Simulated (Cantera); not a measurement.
Charge: 1 mol Pb, 1.3 mol H2, 0.89 mol N2, at 760 Pa.

Cantera equilibrium calculation (NASA polynomials, part measured and part estimated; ideal gas, pure solids and liquids). Candidate condensed phases: Pb; 11 gas species. Kinetics and transport are ignored.

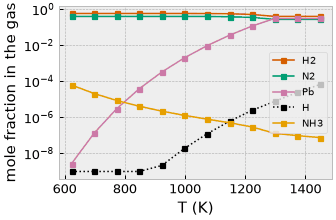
*Equilibrium gas composition (values under 1e-9 drawn at 1e-9)*

From 623 K to 1223 K the condensed part is Pb(l). From 1298 K to 1448 K nothing is condensed.
